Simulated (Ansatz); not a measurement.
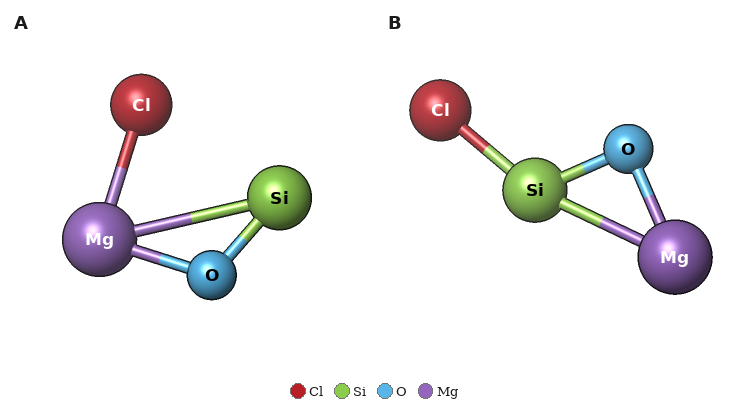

2 stationary structures of one formula. State: charge +1, singlet. Geometries: PBE-D4/def2-SVP. Electronic energies: PBE-D4/def2-SVP (Ansatz 0.2.0), without zero-point energy. No frequency run is at hand to confirm each as a minimum.

Question: Which structure is the most stable?

Answer: A is lowest (Cs); B lies 133.3 kJ/mol above it (Cs).
